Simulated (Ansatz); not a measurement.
# The cluster SiH₂O₃: one molecule under many settings

How do the results and run time of the cluster SiH₂O₃ respond when the settings are drawn wide?

Method: the settings change from run to run; program: Ansatz 0.2.0, Gaussian basis.

## Step 1: The relaxed structure

The structure was relaxed beforehand with PBE-D4 in a triple-zeta def2 set.

6 atoms, charge 0, spin multiplicity 1.

Atoms are counted from 1 here; the program's logs count them from 0.

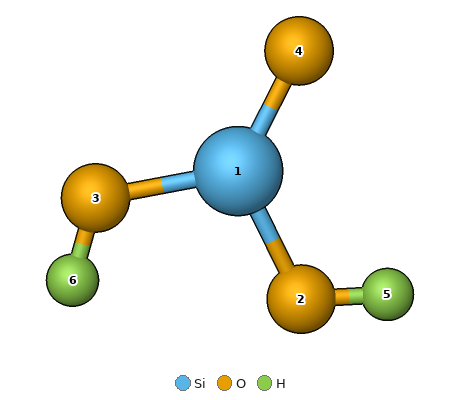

The structure; silicon blue, oxygen amber, hydrogen green; atoms are numbered from 1 in the order of the file.

## Step 2: wB97/cc-pVDZ

Contents of in.yaml:

```yaml
crystal:
  periodic: [false, false, false]
  atoms:
    - {symbol: Si, position_ang: [-0.102742, -0.500851, 0.037035]}
    - {symbol: O, position_ang: [1.012176, 0.654890, -0.310211]}
    - {symbol: O, position_ang: [-1.466423, 0.298226, 0.440558]}
    - {symbol: O, position_ang: [0.080806, -2.016453, -0.010655]}
    - {symbol: H, position_ang: [1.878057, 0.295896, -0.571076]}
    - {symbol: H, position_ang: [-1.401885, 1.268292, 0.414359]}
basis:
  gaussian: {orbitals: cc-pVDZ}
hamiltonian: {xc: {name: wB97}}
output: {forces: true}
```

Command:

```console
ansatz run in.yaml --threads 4 --pin off --events-out ev --progress --plain --max-ram 3916MiB
```

What it wrote, cut to the lines that bear on the results:

```text
Functional definition: wB97
  name "wB97"
  cite "Chai & Head-Gordon, J. Chem. Phys. 128, 084106 (2008) doi:10.1063/1.2834918"
  cite "Becke, J. Chem. Phys. 107, 8554 (1997) doi:10.1063/1.475007"
[...]
  # The coefficients of nought are those of the uniform gas.
[...]
      + integral(e_c_pw_opposite_spin*poly(b97_u_opposite, 1, cos1, cos2, cos3, cos4))
759 factors; their error is unknown
217 factors; integrals over basis functions are off by at most 1.5e-5 eV
[...]
mean field -14052.04904696 eV, -516.4032776550 hartree, gradient 8.9e-6 eV, S^2 0.000000; 0 other end points of the search recorded, 0 dependent functions left out
[...]
reference -14052.04903938 eV, -516.4032773763 hartree; 20, 20 occupied and 50, 50 virtual orbitals, 759 factors
Total energy: -14052.04903938 eV, -516.4032773763 hartree
Atom 0 at    -0.102742    -0.500851     0.037035 Å, force     0.022288    -0.353441    -0.027624 eV/Å
Atom 1 at     1.012176     0.654890    -0.310211 Å, force     0.595987     0.201268    -0.176528 eV/Å
Atom 2 at    -1.466423     0.298226     0.440558 Å, force    -0.378527     0.677196     0.117298 eV/Å
Atom 3 at     0.080806    -2.016453    -0.010655 Å, force     0.083824    -0.321453    -0.013887 eV/Å
Atom 4 at     1.878057     0.295896    -0.571076 Å, force    -0.282031     0.138633     0.086078 eV/Å
Atom 5 at    -1.401885     1.268292     0.414359 Å, force    -0.041541    -0.342203     0.014663 eV/Å
Dipole moment:     0.244586     0.842832    -0.077485 e Å
```

It took 1.3 s on 4 threads of Arm Neoverse V1, shared host.

Largest force 0.785 eV/Å, dipole 4.23 D.

## Step 3: r2SCAN/def2-TZVP

Set apart from the defaults: unrestricted orbitals, atoms shaken by 0.08 Å, a grid of angular degree 11, D3(BJ) dispersion, the search for lower states set to full.

Contents of in.yaml:

```yaml
crystal:
  periodic: [false, false, false]
  atoms:
    - {symbol: Si, position_ang: [-0.073403, -0.731363, 0.061814]}
    - {symbol: O, position_ang: [0.913557, 0.776437, -0.276515]}
    - {symbol: O, position_ang: [-1.453341, 0.220172, 0.352740]}
    - {symbol: O, position_ang: [0.057096, -2.012092, -0.065484]}
    - {symbol: H, position_ang: [1.835351, 0.326054, -0.816903]}
    - {symbol: H, position_ang: [-1.510518, 1.113806, 0.356468]}
basis:
  gaussian: {orbitals: def2-TZVP, final_grid: {core_spheres: 5, valence_spheres: 4, degree: 11}}
magnetization: {spin_polarized: true, initial_magnetization: 0}
hamiltonian: {xc: {name: r2SCAN}, dispersion: d3bj}
scf: {lower_state_search: full}
```

Same command.

What it wrote, cut to the lines that bear on the results:

```text
Warning: the engine holds no damping parameters fitted to this dispersion correction and functional, so the run takes those fitted to r2scan beside the three-body term, which d3bj leaves out (hamiltonian.dispersion, under Limitations)
Functional definition: r2SCAN
  name "r2SCAN"
  cite "Furness, Kaplan, Ning, Perdew & Sun, J. Phys. Chem. Lett. 11, 8208 (2020) doi:10.1021/acs.jpclett.0c02405"
  cite "Furness, Kaplan, Ning, Perdew & Sun, J. Phys. Chem. Lett. 11, 9248 (2020) doi:10.1021/acs.jpclett.0c03077"
  parent r2scan
[...]
793 factors; their error is unknown
[...]
mean field -14049.95901884 eV, -516.3264705381 hartree, gradient 4.0e-5 eV, S^2 0.000000; 0 other end points of the search recorded, 0 dependent functions left out
reference -14049.95903111 eV, -516.3264709892 hartree; 20, 20 occupied and 122, 122 virtual orbitals, 793 factors
Total energy: -14049.98424966 eV, -516.3273977538 hartree
```

Wall time 2.4 s (4 threads of Arm Neoverse V1, shared host).

⟨S²⟩ 0.000.

## Step 4: PBE/6-31++G**

Options: D3(BJ) dispersion.

Contents of in.yaml:

```yaml
crystal:
  periodic: [false, false, false]
  atoms:
    - {symbol: Si, position_ang: [-0.102742, -0.500851, 0.037035]}
    - {symbol: O, position_ang: [1.012176, 0.654890, -0.310211]}
    - {symbol: O, position_ang: [-1.466423, 0.298226, 0.440558]}
    - {symbol: O, position_ang: [0.080806, -2.016453, -0.010655]}
    - {symbol: H, position_ang: [1.878057, 0.295896, -0.571076]}
    - {symbol: H, position_ang: [-1.401885, 1.268292, 0.414359]}
basis:
  gaussian: {orbitals: "6-31++G**"}
hamiltonian: {xc: {name: PBE}, dispersion: d3bj}
output: {forces: true}
```

The command is unchanged.

What it wrote, cut to the lines that bear on the results:

```text
Functional definition: PBE
  name "PBE"
  cite "Perdew, Burke & Ernzerhof, Phys. Rev. Lett. 77, 3865 (1996) doi:10.1103/PhysRevLett.77.3865"
  parent pbe
[...]
819 factors; their error is unknown
[...]
mean field -14043.37351735 eV, -516.0844578221 hartree, gradient 7.4e-5 eV, S^2 0.000000; 0 other end points of the search recorded, 0 dependent functions left out
[...]
reference -14043.37357950 eV, -516.0844601063 hartree; 20, 20 occupied and 72, 72 virtual orbitals, 819 factors
Total energy: -14043.46951522 eV, -516.0879856788 hartree
Atom 0 at    -0.102742    -0.500851     0.037035 Å, force    -0.092208     0.104583     0.010012 eV/Å
Atom 1 at     1.012176     0.654890    -0.310211 Å, force     0.269245     0.374348    -0.080054 eV/Å
Atom 2 at    -1.466423     0.298226     0.440558 Å, force    -0.391813     0.177729     0.122959 eV/Å
Atom 3 at     0.080806    -2.016453    -0.010655 Å, force     0.119723    -0.797508    -0.024294 eV/Å
Atom 4 at     1.878057     0.295896    -0.571076 Å, force     0.127505     0.004627    -0.037466 eV/Å
Atom 5 at    -1.401885     1.268292     0.414359 Å, force    -0.032451     0.136221     0.008843 eV/Å
Dipole moment:     0.254316     0.839738    -0.080773 e Å
```

Run time: 0.7 s. Hardware: 4 threads of Arm Neoverse V1, shared host.

Largest force 0.807 eV/Å, dipole 4.23 D.

## Step 5: B97M-V/6-31G

This run has charge -1, multiplicity 2, atoms shaken by 0.15 Å.

Contents of in.yaml:

```yaml
crystal:
  periodic: [false, false, false]
  atoms:
    - {symbol: Si, position_ang: [-0.193120, -0.500410, 0.034442]}
    - {symbol: O, position_ang: [1.641197, 0.703639, -0.376488]}
    - {symbol: O, position_ang: [-1.767790, 0.459151, 0.352138]}
    - {symbol: O, position_ang: [-0.057062, -2.288620, 0.036406]}
    - {symbol: H, position_ang: [2.024445, 0.273917, -0.514718]}
    - {symbol: H, position_ang: [-1.312240, 1.062492, 0.695370]}
basis:
  gaussian: {orbitals: 6-31G}
total_charge: -1
magnetization: {spin_polarized: true, initial_magnetization: 1}
hamiltonian: {xc: {name: B97M-V}}
```

Launched as before.

What it wrote, cut to the lines that bear on the results:

```text
Functional definition: B97M-V
  name "B97M-V"
  cite "Mardirossian & Head-Gordon, J. Chem. Phys. 142, 074111 (2015) doi:10.1063/1.4907719"
  cite "Becke, J. Chem. Phys. 107, 8554 (1997) doi:10.1063/1.475007"
  cite "Vydrov & Van Voorhis, J. Chem. Phys. 133, 244103 (2010) doi:10.1063/1.3521275"
  # Of w^i u^j: cxij and so on, Table III.
[...]
  gx(w, u) = cx00 + cx01*u + cx02*u^2 + (cx10 + cx11*u)*w
  gss(w, u) = css00 + css02*u^2 + css10*w + (css32*w^3 + css42*w^4)*u^2
  gos(w, u) = cos00 + cos01*u + cos03*u^3 + cos10*w + cos32*w^3*u^2
[...]
      + integral(e_c_pw_mod_opposite_spin*gos(b97_w_opposite, b97_u_opposite)) + vv10(b, c)
432 factors; integrals over basis functions are off by at most 4.5e-4 eV
[...]
mean field -14032.67463929 eV, -515.6912813054 hartree, gradient 4.5e-5 eV, S^2 0.761459; 1 other end points of the search recorded, 0 dependent functions left out
reference -14032.67468424 eV, -515.6912829572 hartree; 21, 20 occupied and 23, 24 virtual orbitals, 432 factors
Total energy: -14032.67468424 eV, -515.6912829572 hartree
```

Run time: 2.3 s. Hardware: 4 threads of Arm Neoverse V1, shared host.

⟨S²⟩ 0.761.

## Step 6: All runs side by side

| level | charge | multiplicity | geometry | functions | energy (eV) | time |
| --- | --- | --- | --- | --- | --- | --- |
| wB97/cc-pVDZ | 0 | 1 | relaxed | 70 | -14052.049 | 1.3 s |
| r2SCAN/def2-TZVP | 0 | 1 | shaken | 142 | -14049.984 | 2.4 s |
| PBE/6-31++G** | 0 | 1 | relaxed | 92 | -14043.470 | 0.7 s |
| B97M-V/6-31G | -1 | 2 | shaken | 44 | -14032.675 | 2.3 s |

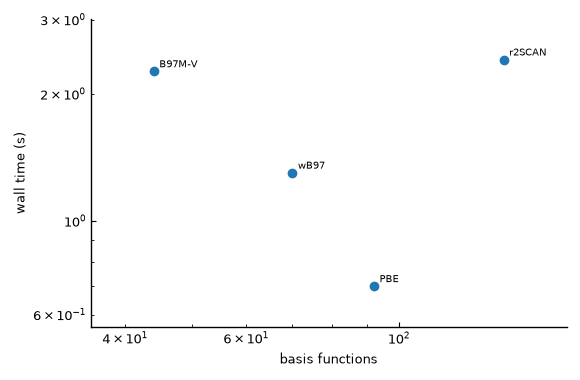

Wall time against the number of basis functions (shared host).

## Step 7: Summary of results

```
                                         quantity                    value
                                             runs                        4
                                         quickest     PBE/6-31++G**, 0.7 s
                                          slowest  r2SCAN/def2-TZVP, 2.4 s
spread of total energies, same state and geometry                   8.6 eV
                  dipole, same state and geometry           4.23 to 4.23 D
```

In words: Run time spans a factor of 3, from PBE/6-31++G** to r2SCAN/def2-TZVP. The jobs differ in tasks and options as well as level. Total energies at one charge and spin differ by 9 eV between levels, so only differences within one level mean anything. At the PBE-D4/def2-TZVP geometry and in the same state, the sound runs without point charges leave forces up to 0.81 eV/Å (PBE/6-31++G**).
